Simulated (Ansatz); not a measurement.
**Amorphous Si (132 atoms): geometry optimisation**

Aim: bring amorphous Si (132 atoms) to a nearby minimum of the energy and see what moves.

Program: Ansatz 0.2.0. Level of theory: Kohn-Sham DFT, PBE, PAW (set soft_2), plane waves. Results are calculated unless marked as measured.

**Experiments to compare with.** Si-Si coordination number quoted from the high-resolution X-ray diffraction study of Laaziri et al (as quoted in “Relationship between diffraction peak, network topology, and amorphous-forming ability in silicon and silica”, 2021, PMC8590056): number of Si about Si 3.9.

### 1. Starting point

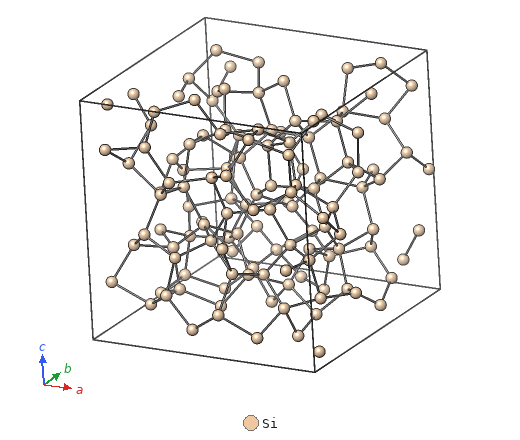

The cell as given, slightly off an axis (silicon light orange). Bonds to atoms that aren't drawn are left out. Some periodic images of atoms are drawn too.

The cell holds 132 atoms: 132 Si. Cell: a = 13.966 Å, b = 13.966 Å, c = 13.966 Å, α = 90.0°, β = 90.0°, γ = 90.0°. 132 atoms (132 Si) placed at random at 2.26 g/cm³, melted at 2500 K for 20 ps at fixed volume with the modified Tersoff potential (Kumagai, Izumi, Hara and Sakai, Comput. Mater. Sci. 39, 457 (2007)). Quenched from 2500 K to 300 K at 20 K/ps and fixed volume, held 5 ps. The density is a measured one.

Before any run, some limits are plain. The quench rate of 20 K/ps is many orders above laboratory rates, so the cell is likely richer in defects and strain than a real sample. The network of bonds at the start is that of the classical potential that made the cell. Sampling is at Γ alone, for a cell whose shortest periodic width is 14 Å.

### 2. Single point at the start

The forces at the start show how far the geometry lies from a minimum of this functional.

The input, input.yaml:

```yaml
crystal:
  lattice:
    - [13.9657, 0.0, 0.0]
    - [0.0, 13.9657, 0.0]
    - [0.0, 0.0, 13.9657]
  atoms:
    - { symbol: Si, position: [0.10027, 0.18563, 0.34602] }
    - { symbol: Si, position: [0.10183, 0.00131, 0.80799] }
    - { symbol: Si, position: [0.18934, 0.13949, 0.12572] }
    - { symbol: Si, position: [0.22392, 0.30982, 0.13403] }
    - { symbol: Si, position: [0.63759, 0.77422, 0.16738] }
    - { symbol: Si, position: [0.70201, 0.07499, 0.07649] }
    - { symbol: Si, position: [0.79285, 0.83523, 0.208] }
    - { symbol: Si, position: [0.71664, 0.80622, 0.77277] }
    - { symbol: Si, position: [0.90517, 0.71504, 0.90413] }
    - { symbol: Si, position: [0.84672, 0.15491, 0.67917] }
    - { symbol: Si, position: [0.70536, 0.08808, 0.90211] }
    - { symbol: Si, position: [0.2578, 0.14578, 0.59168] }
    - { symbol: Si, position: [0.3517, 0.61308, 0.59642] }
    - { symbol: Si, position: [0.97591, 0.47501, 0.83446] }
    - { symbol: Si, position: [0.60333, 0.50805, 0.13682] }
    - { symbol: Si, position: [0.9836, 0.99255, 0.50279] }
    - { symbol: Si, position: [0.24551, 0.15188, 0.93453] }
    - { symbol: Si, position: [0.4449, 0.19723, 0.40643] }
    - { symbol: Si, position: [0.37652, 0.89543, 0.60937] }
    - { symbol: Si, position: [0.02977, 0.84031, 0.20432] }
    - { symbol: Si, position: [0.26606, 0.31321, 0.56694] }
    - { symbol: Si, position: [0.92016, 0.71641, 0.54814] }
    - { symbol: Si, position: [0.05936, 0.74881, 0.84086] }
    - { symbol: Si, position: [0.95944, 0.11263, 0.04186] }
    - { symbol: Si, position: [0.1647, 0.793, 0.95782] }
    - { symbol: Si, position: [0.8427, 0.9948, 0.10433] }
    - { symbol: Si, position: [0.99706, 0.2594, 0.48756] }
    - { symbol: Si, position: [0.22905, 0.64877, 0.01989] }
    - { symbol: Si, position: [0.44811, 0.92894, 0.45151] }
    - { symbol: Si, position: [0.96428, 0.86185, 0.61484] }
    - { symbol: Si, position: [0.99658, 0.13523, 0.59885] }
    - { symbol: Si, position: [0.91115, 0.24791, 0.95304] }
    [... 94 atom lines left out ...]
    - { symbol: Si, position: [0.23578, 0.53527, 0.70118] }
    - { symbol: Si, position: [0.51317, 0.86394, 0.22531] }
    - { symbol: Si, position: [0.08858, 0.39281, 0.07175] }
    - { symbol: Si, position: [0.63748, 0.01561, 0.76756] }
    - { symbol: Si, position: [0.85621, 0.13524, 0.84292] }
    - { symbol: Si, position: [0.26984, 0.36982, 0.72658] }
kpoints:
  mp_grid: { grid: [1, 1, 1] }
hamiltonian:
  xc: pbe
scf:
  occupations: { method: gaussian, width: 0.025 }
output:
  forces: true
  stress: true
  populations: intrinsic
  dos:
    method: { smearing: { sigma: 0.15 } }
    de: 0.1
    projected: { site_lists: { Si: [Si] } }
  eigenvalues: true
```

Run with:

```bash
$ ansatz run input.yaml --threads 4 --pin off --max-ram 8192MiB --backend cpu --events-out ev --progress --plain --runs-dir out
```

Numbers of over 12 decimals in the logs are rounded to 6 here.

What it wrote:

```text
Engine: ansatz 0.2.0, x86_64-unknown-linux-gnu
Pseudopotentials: kind: paw
Pseudopotential: Si, paw, valence charge 4, recommended cutoff 420 eV (normal), Si.paw.azcp
[... 5 lines on functional and potentials left out ...]
Crystal: 132 atoms, lattice volume = 2723.881 Å³
Basis set: ecut = 420 eV, 52971 PW (Γ), exchange–correlation on 192×192×192 points (8 copies of the dense FFT grid, shifted against one another)
Bands: 396, of which v1, the nominal top of the filled ones, is band 264 counted from 1 (263 counted from 0)
Symmetry: 1 space group operations
Space group: P1 (ITA 1), of the structure as read, at distance tolerance 1.4e-4 Å
k-points: 1
[... 3 lines on functional and potentials left out ...]
Initial density: superposition of atomic densities (neutral atoms: chi_scale 0, normalization atom), corrected by the library's trained network
Initial wavefunctions: pseudopotential atomic-orbital guess
Functional: x = pbe(κ = 0.804, μ = 0.219515), c = pbe(β = 0.066725)
SCF iter   1: F=—  HF=-83892.936870 eV  |F-HF|=—  |Δ(HF+E_count)|=         —  Δρ=3.51e-3  dr2=1.17e0  ethr=1.77e-3  ⟨swp⟩=6.0  Hψ=1840  notcnv=0  defer=62
preconditioner: auto → Resta (q_TF=auto, 2.076 Å⁻¹)  ε∞=5.7  [insulator: Δε(μ)=0.109 eV  Ē_g=7.518 eV  σ=0.025 eV  W_gap=1.00  n_scr=436 (ndim 8)  ℏωp=16.3 eV  f_vac=0.001  D(μ)=0.76/eV (n_scr^D=0)  ε∞_Penn≈5.7]
SCF iter   2: F=—  HF=-83892.811321 eV  |F-HF|=—  |Δ(HF+E_count)|=   1.26e-1  Δρ=1.87e-3  dr2=2.16e-1  ethr=2.21e-4  ⟨swp⟩=2.0  Hψ=457  notcnv=0  defer=100
SCF iter   3: F=—  HF=-83892.786554 eV  |F-HF|=—  |Δ(HF+E_count)|=   2.48e-2  Δρ=3.93e-4  dr2=8.95e-3  ethr=4.09e-5  ⟨swp⟩=2.0  Hψ=417  notcnv=0  defer=121
SCF iter   4: F=—  HF=-83892.788533 eV  |F-HF|=—  |Δ(HF+E_count)|=   1.98e-3  Δρ=1.44e-4  dr2=2.02e-3  ethr=1.70e-6  ⟨swp⟩=3.0  Hψ=613  notcnv=0  defer=121
SCF iter   5: F=—  HF=-83892.789031 eV  |F-HF|=—  |Δ(HF+E_count)|=   4.97e-4  Δρ=4.83e-5  dr2=2.33e-4  ethr=3.82e-7  ⟨swp⟩=3.0  Hψ=494  notcnv=0  defer=121
SCF iter   6: F=—  HF=-83892.789139 eV  |F-HF|=—  |Δ(HF+E_count)|=   1.08e-4  Δρ=1.74e-5  dr2=3.68e-5  ethr=4.42e-8  ⟨swp⟩=2.0  Hψ=420  notcnv=0  defer=121
SCF iter   7: F=—  HF=-83892.789727 eV  |F-HF|=—  |Δ(HF+E_count)|=   5.88e-4  Δρ=1.07e-5  dr2=1.81e-5  ethr=6.96e-9  ⟨swp⟩=2.0  Hψ=574  notcnv=0  defer=121
SCF iter   8: F=—  HF=-83892.789729 eV  |F-HF|=—  |Δ(HF+E_count)|=   1.99e-6  Δρ=3.00e-6  dr2=9.24e-7  ethr=3.42e-9  ⟨swp⟩=2.0  Hψ=302  notcnv=0  defer=121
SCF iter   9: F=—  HF=-83892.789730 eV  |F-HF|=—  |Δ(HF+E_count)|=   6.50e-7  Δρ=1.13e-6  dr2=1.62e-7  ethr=1.75e-10  ⟨swp⟩=2.0  Hψ=421  notcnv=0  defer=121
SCF iter  10: F=-83892.789730 eV  HF=-83892.789730 eV  |F-HF|=6.11e-10  |Δ(HF+E_count)|=   8.40e-8  Δρ=4.05e-7  dr2=1.97e-8  ethr=1.89e-11  ⟨swp⟩=17.0  Hψ=2382  notcnv=0
SCF 1 converged in 10 iterations: F = -83892.789730 eV  dr2 = 1.97e-8
  greatest PAW one-centre occupation: 0.665 electrons in one spin orbital (limit 2), on the Si atom at site 45 (counted from 0), in its partial waves of l = 0
SCF converged after 10 iterations
Free energy (F): -83892.789730 eV
Harris-Foulkes:  -83892.789730 eV  (|F-HF|=6.11e-10)
Internal energy: -83892.786706 eV  (E = F + TS)
E sigma→0 (E₀):  -83892.788218 eV
Entropy (-TS):   -0.003024 eV (-0.023 meV/atom)
Fermi energy:    6.226369 eV
--- Per-component energies (eV) ---
  E_band       = 498.890125
  E_kinetic    = 5263.076087
  E_local      = -4535.396765  (includes V_loc(G=0)·N_el)
  E_nonlocal   = 3405.328518
  E_hartree    = 1405.072873
  E_xc         = -7258.362569
  E_vxc        = -6134.447731  (∫ρ·V_xc dr)
  E_paw        = -67668.491617  (= ΣΔE_a)
  E_vpaw       = -309.816037  (= ΣTr[D̂ρ^β])
  E_aug_tail   = 0.000833  (compensation charges beyond the density's cutoff)
  E_ewald      = -14504.014066
  E_smearing   = -0.003024  (= −TS)
  E_closure    = 0.000000  (closes the sum)
  Σ components = -83892.789730   (vs F -83892.789730, Δ=0.00e0)
--- Forces (eV/Å), atoms counted from 1 ---
  atom   1  Si     0.46903248    -0.09980138     0.54348323
  atom   2  Si     0.48886902    -0.19616448    -0.46090508
  atom   3  Si    -0.34544670     0.79595472    -0.00419649
  atom   4  Si     0.32946433    -0.26651915     0.18463349
  atom   5  Si     0.60803683    -0.38974109     0.11314902
  atom   6  Si    -0.91013641     0.25883746     0.63252646
  atom   7  Si    -0.58976369    -0.17219897     0.22826999
  atom   8  Si    -0.06696079     0.87726988     0.22652306
  atom   9  Si    -0.11641258    -0.15592127     0.64656822
  atom  10  Si    -0.22472048    -0.08738767    -0.59390106
  atom  11  Si     0.19376189     0.45514179    -0.06755118
  atom  12  Si    -0.67603116    -0.55089308     0.26123260
  atom  13  Si    -0.60471143     0.10678260    -0.57016445
  atom  14  Si    -0.03838437    -0.51870067     0.09178577
[...]
atom 131  Si     0.09149313    -0.41765339     0.38906625
  atom 132  Si     0.55044448     0.16038368     0.64274770
  max |Σ_I F_I| component: 2.07e-5 eV/Å
--- Stress (GPa, compression-positive) ---
       -0.356019       0.618773       0.083311
        0.618773      -0.313317       0.894137
        0.083311       0.894137      -0.671109
  P = ⅓ Tr σ = -0.4468 GPa (-4.468 kbar)
--- Band table (eV) ---
  k-point 0: bands = ["-6.1726", "-5.6638", "-5.6332", "-5.5868", [... 380 levels ...], "9.8068", "9.8342", "9.8606", "9.8955", "9.9066", "9.9259", "9.9610", "9.9725", "9.9929", "10.0143", "10.0204", "10.0491"]
--- intrinsic populations: 132 sites ---
  site symbol       q [e]
     0     Si      4.0106
     1     Si      4.0134
     2     Si      3.9731
[...]
131     Si      4.0029
  spilling = 0.000000 (of n_electrons = 528.000000)
```

Run time: 35 s. Hardware: 4 threads of Intel Xeon Platinum 8488C (Sapphire Rapids), shared host; peak memory 3.2 GiB; 2.1 min of CPU time.

Read from the output:

- free energy: -83892.7897 eV
- free energy per atom: -635.5514 eV/atom
- SCF cycles: 10
- pressure: -0.4468 GPa
- r.m.s. force component: 0.4785 eV/Å
- longest force: 2.207 eV/Å
- Fermi energy: 6.226 eV
- spacing of highest filled and lowest empty level: 0.0747 eV

The r.m.s. force component of 0.48 eV/Å and the pressure of -0.45 GPa set the starting point.

Neighbours are counted within 2.93 Å (Si-Si).

Length of the force by element and coordination:

| element | coordination | atoms | mean length of the force (eV/Å) | spread | least | most |
| --- | --- | --- | --- | --- | --- | --- |
| Si | all | 132 | 0.754 | 0.344 | 0.105 | 2.21 |
| Si | 4 | 114 | 0.761 | 0.354 | 0.105 | 2.21 |
| Si | 5 | 18 | 0.710 | 0.275 | 0.219 | 1.23 |

### 3. Relaxation

The atoms are relaxed in the fixed cell, aiming at the force tolerance of the input.

input.yaml, the sections that differ from step 2:

```yaml
output:
  forces: true
relax:
  f_tol: 0.05
  max_steps: 191
# crystal, kpoints, hamiltonian, scf: as in step 2
```

What it wrote:

```text
[...]
Crystal: 132 atoms, lattice volume = 2723.881 Å³
Basis set: ecut = 420 eV, 52971 PW (Γ), exchange–correlation on 192×192×192 points (8 copies of the dense FFT grid, shifted against one another)
Bands: 396, of which v1, the nominal top of the filled ones, is band 264 counted from 1 (263 counted from 0)
Symmetry: 1 space group operations
[...]
k-points: 1
[...]
SCF iter   1: F=—  HF=-83892.936871 eV  |F-HF|=—  |Δ(HF+E_count)|=         —  Δρ=3.51e-3  dr2=1.17e0  ethr=1.77e-3  ⟨swp⟩=6.0  Hψ=1840  notcnv=0  defer=62
[...]
SCF iter   7: F=-83892.789716 eV  HF=-83892.789727 eV  |F-HF|=1.17e-5  |Δ(HF+E_count)|=   1.94e-5  Δρ=1.04e-5  dr2=1.77e-5  ethr=6.89e-9  ⟨swp⟩=4.0  Hψ=929  notcnv=0
SCF 1 converged in 7 iterations: F = -83892.789716 eV  dr2 = 1.77e-5
[...]
relax step   1: F+E_penalty+E_count = -83892.78971552 eV  Δ(F+E_penalty+E_count) = +0.000e0 eV  max|allowed force component| = 2.204e0 eV/Å  Δτ_max = 0.0000 Å  (7 SCF iters, dr2 threshold 6.25e-5 eV, accepted)
[...]
relax step   2: F+E_penalty+E_count = -83896.80924597 eV  Δ(F+E_penalty+E_count) = -4.020e0 eV  max|allowed force component| = 7.781e-1 eV/Å  Δτ_max = 0.1947 Å  (6 SCF iters, dr2 threshold 1.00e-4 eV, accepted)
[...]
relax step   3: F+E_penalty+E_count = -83898.15530312 eV  Δ(F+E_penalty+E_count) = -1.346e0 eV  max|allowed force component| = 4.933e-1 eV/Å  Δτ_max = 0.1946 Å  (6 SCF iters, dr2 threshold 3.78e-5 eV, accepted)
relax step   4: F+E_penalty+E_count = -83898.62558931 eV  Δ(F+E_penalty+E_count) = -4.703e-1 eV  max|allowed force component| = 3.897e-1 eV/Å  Δτ_max = 0.2000 Å  (6 SCF iters, dr2 threshold 3.03e-5 eV, accepted)
relax step   5: F+E_penalty+E_count = -83898.90360141 eV  Δ(F+E_penalty+E_count) = -2.780e-1 eV  max|allowed force component| = 3.160e-1 eV/Å  Δτ_max = 0.1952 Å  (6 SCF iters, dr2 threshold 6.10e-5 eV, accepted)
relax step   6: F+E_penalty+E_count = -83899.09017752 eV  Δ(F+E_penalty+E_count) = -1.866e-1 eV  max|allowed force component| = 2.732e-1 eV/Å  Δτ_max = 0.2000 Å  (6 SCF iters, dr2 threshold 6.23e-5 eV, accepted)
relax step   7: F+E_penalty+E_count = -83899.20523351 eV  Δ(F+E_penalty+E_count) = -1.151e-1 eV  max|allowed force component| = 2.178e-1 eV/Å  Δτ_max = 0.1949 Å  (6 SCF iters, dr2 threshold 4.91e-5 eV, accepted)
relax step   8: F+E_penalty+E_count = -83899.29328458 eV  Δ(F+E_penalty+E_count) = -8.805e-2 eV  max|allowed force component| = 2.041e-1 eV/Å  Δτ_max = 0.1952 Å  (6 SCF iters, dr2 threshold 3.02e-5 eV, accepted)
relax step   9: F+E_penalty+E_count = -83899.35692728 eV  Δ(F+E_penalty+E_count) = -6.364e-2 eV  max|allowed force component| = 1.540e-1 eV/Å  Δτ_max = 0.1539 Å  (6 SCF iters, dr2 threshold 2.65e-5 eV, accepted)
relax step  10: F+E_penalty+E_count = -83899.38103169 eV  Δ(F+E_penalty+E_count) = -2.410e-2 eV  max|allowed force component| = 6.308e-2 eV/Å  Δτ_max = 0.0463 Å  (6 SCF iters, dr2 threshold 1.35e-5 eV, accepted)
relax step  11: F+E_penalty+E_count = -83899.38709269 eV  Δ(F+E_penalty+E_count) = -6.061e-3 eV  max|allowed force component| = 5.097e-2 eV/Å  Δτ_max = 0.0325 Å  (6 SCF iters, accepted)
[...]
relax step  12: F+E_penalty+E_count = -83899.38871459 eV  Δ(F+E_penalty+E_count) = -1.622e-3 eV  max|allowed force component| = 1.456e-2 eV/Å  Δτ_max = 0.0174 Å  (6 SCF iters, accepted)
SCF converged after 6 iterations
Free energy (F): -83899.388715 eV
[...]
Internal energy: -83899.388710 eV  (E = F + TS)
E sigma→0 (E₀):  -83899.388712 eV
Entropy (-TS):   -0.000004 eV (-0.000 meV/atom)
Fermi energy:    6.261568 eV
[...]
--- Forces (eV/Å), atoms counted from 1 ---
  atom   1  Si     0.00258365    -0.00572822    -0.00404456
  atom   2  Si     0.00126752     0.00152822     0.00117115
  atom   3  Si     0.00043288    -0.00152293     0.00078293
  atom   4  Si     0.00231255    -0.00251577    -0.00199345
  atom   5  Si    -0.00003623     0.00026797     0.00288025
  atom   6  Si     0.00260322    -0.00105962    -0.00237333
  atom   7  Si     0.00274802     0.00202606    -0.00189572
  atom   8  Si     0.00568136    -0.01456286     0.00369477
  atom   9  Si     0.00026067    -0.00206934    -0.00298281
  atom  10  Si     0.00223955     0.00048338     0.00033025
  atom  11  Si    -0.00035295    -0.00591600    -0.00049098
  atom  12  Si    -0.00187113    -0.00219820    -0.00013208
  atom  13  Si    -0.00262944    -0.00128300    -0.00240418
  atom  14  Si     0.00346870    -0.00142413    -0.00135022
[...]
atom 131  Si     0.00114478     0.00265022     0.00123565
  atom 132  Si     0.00185694     0.00244514     0.00481987
  max |Σ_I F_I| component: 1.41e-5 eV/Å
--- Relaxed structure (12 steps of the walk, 12 accepted, 0 SCFs on fresh bases) ---
  F+E_penalty+E_count = -83899.38871459 eV   max|allowed force component| = 1.456e-2 eV/Å
  atoms:
    - { symbol: Si, position: [0.103124, 0.186534, 0.365392] }
    - { symbol: Si, position: [0.102743, -0.00166916, 0.792252] }
    - { symbol: Si, position: [0.174478, 0.142943, 0.144304] }
    - { symbol: Si, position: [0.225390, 0.303094, 0.136368] }
[...]
- { symbol: Si, position: [0.280519, 0.372513, 0.716480] }
```

The job ended after 2.5 min (4 threads; peak memory 3.1 GiB; 9.6 min of CPU time).

Step by step:

| step | energy less that of the first step (eV) | largest force component (eV/Å) |
| --- | --- | --- |
| 1 | 0.0000 | 2.2036 |
| 2 | -4.0195 | 0.7781 |
| 3 | -5.3656 | 0.4933 |
| 4 | -5.8359 | 0.3897 |
| 5 | -6.1139 | 0.3160 |
| 6 | -6.3005 | 0.2732 |
| 7 | -6.4155 | 0.2178 |
| 8 | -6.5036 | 0.2041 |
| 9 | -6.5672 | 0.1540 |
| 10 | -6.5913 | 0.0631 |
| 11 | -6.5974 | 0.0510 |
| 12 | -6.5990 | 0.0146 |

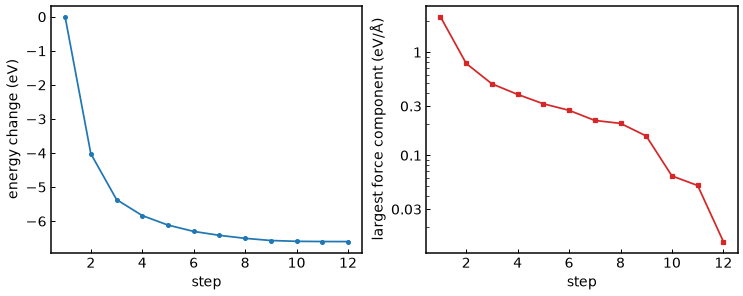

Energy and largest force along the relaxation.

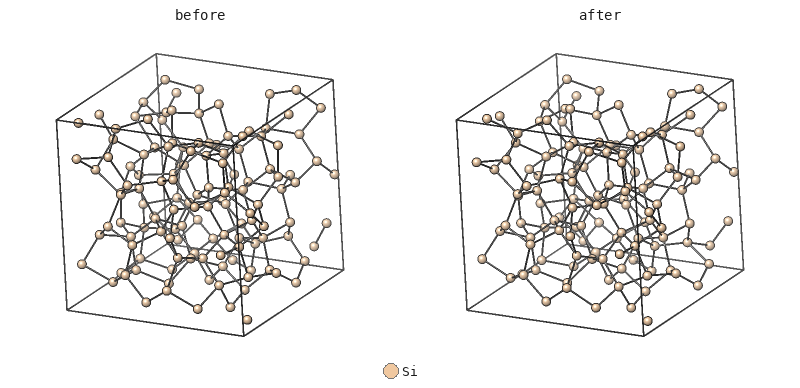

The structure before and after the relaxation, drawn at the same scale. Bonds to atoms that aren't drawn are left out.

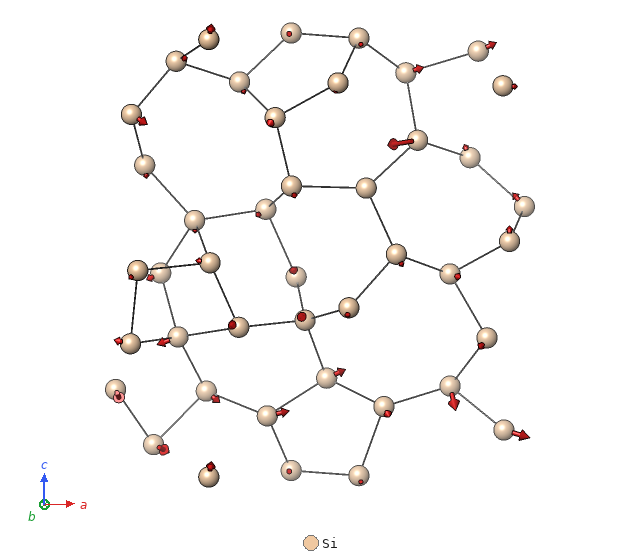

Displacements in the relaxation, exaggerated; the longest in the cell stands for 0.89 Å. Drawn is a slice 4 Å thick, seen along the normal of the ac plane. Bonds to atoms that aren't drawn are left out.

The atoms that moved most (Å):

| atom | dx | dy | dz | length |
| --- | --- | --- | --- | --- |
| Si8 | -0.493 | 0.721 | -0.150 | 0.887 |
| Si89 | 0.410 | 0.480 | 0.190 | 0.659 |
| Si20 | 0.114 | 0.515 | -0.232 | 0.576 |
| Si91 | 0.402 | -0.116 | -0.257 | 0.491 |
| Si7 | 0.070 | -0.273 | -0.365 | 0.461 |
| Si99 | -0.406 | 0.121 | 0.101 | 0.435 |
| Si46 | 0.392 | -0.106 | -0.114 | 0.421 |
| Si92 | 0.262 | 0.286 | -0.149 | 0.415 |

The relaxation changed the energy by -50.0 meV/atom, and atoms moved by 0.23 Å r.m.s., 0.89 Å at most.

### 4. Distances and neighbours after relaxation

Bonds before and after, by the cutoffs listed below:

| pair | bonds before | bonds after | mean before (Å) | mean after (Å) | spread before (Å) | spread after (Å) |
| --- | --- | --- | --- | --- | --- | --- |
| Si-Si | 269 | 265 | 2.399 | 2.386 | 0.076 | 0.052 |

Density 2.26 g/cm³, 20.64 Å³ an atom.

Pair distribution function in bins of 0.2 Å:

| r (Å) | total |
| --- | --- |
| 2.20 | 0.14 |
| 2.40 | 5.49 |
| 2.60 | 0.17 |
| 2.80 | 0.03 |
| 3.00 | 0.08 |
| 3.20 | 0.27 |
| 3.40 | 0.55 |
| 3.60 | 1.44 |
| 3.80 | 2.06 |
| 4.00 | 1.92 |
| 4.20 | 1.17 |
| 4.40 | 0.84 |
| 4.60 | 0.74 |
| 4.80 | 0.70 |
| 5.00 | 0.81 |
| 5.20 | 0.77 |
| 5.40 | 0.98 |
| 5.60 | 1.10 |
| 5.80 | 1.25 |
| 6.00 | 1.17 |
| 6.20 | 0.89 |
| 6.40 | 0.84 |
| 6.60 | 0.81 |
| 6.80 | 0.97 |

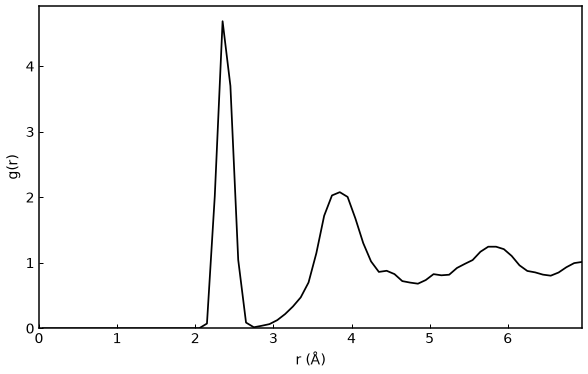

Pair distribution functions, lightly smoothed.

Bonds by pair of elements; cutoffs follow the first minimum of g(r), held within bounds set by covalent radii, and pairs that aren't listed don't count as bonded:

| pair A-B | cutoff (Å) | bonds | mean length (Å) | spread (Å) | shortest (Å) | B about A | A about B |
| --- | --- | --- | --- | --- | --- | --- | --- |
| Si-Si | 2.73 | 265 | 2.39 | 0.052 | 2.28 | 4.01 | 4.01 |

How many atoms have how many bonded neighbours:

| element | mean | 2 | 4 | 5 |
| --- | --- | --- | --- | --- |
| Si | 4.01 | 1 | 127 | 4 |

Bond angles (no mean is given where the spread exceeds 20°):

| angle | count | mean (°) | spread (°) |
| --- | --- | --- | --- |
| Si-Si-Si | 803 | 109 | 12.4 |

Bond length by coordination (bonds to H left out):

| element | coordination | atoms | mean bond length (Å) |
| --- | --- | --- | --- |
| Si | 2 | 1 | 2.38 |
| Si | 4 | 127 | 2.38 |
| Si | 5 | 4 | 2.45 |

Rings of the network by King's shortest-path rule, up to 12 atoms, one path for each pair of neighbours; H, halogens, alkali and alkaline-earth atoms are left out, and the last column divides by all other atoms, bonded or not:

| ring size (atoms) | rings | per network atom |
| --- | --- | --- |
| 4 | 6 | 0.045 |
| 5 | 66 | 0.5 |
| 6 | 95 | 0.72 |
| 7 | 54 | 0.409 |
| 8 | 8 | 0.061 |
| 9 | 1 | 0.008 |

The first maximum of g(r) stands at about 2.4 Å. With the cutoffs above, 96 % of Si atoms have 4 bonded neighbours. The Si-Si-Si angle averages 109° with a spread of 12°. Bonds at Si atoms with 4 neighbours average 2.38 Å, against 2.45 Å at those with 5. Rings of 6 atoms are the most common (41 % of those counted); sizes run from 4 to 9.

(Part 1 of 2 ends here.)

[Logs are printed without paths, hosts, clocks, repeated set-up lines and the standing remarks that a program may print on its own settings, such as how far it seeks lower states.]

[Hosts, paths, dates, database ids (printed as entryN), source tags and the programs' standing remarks are cut or masked in the printed files.]
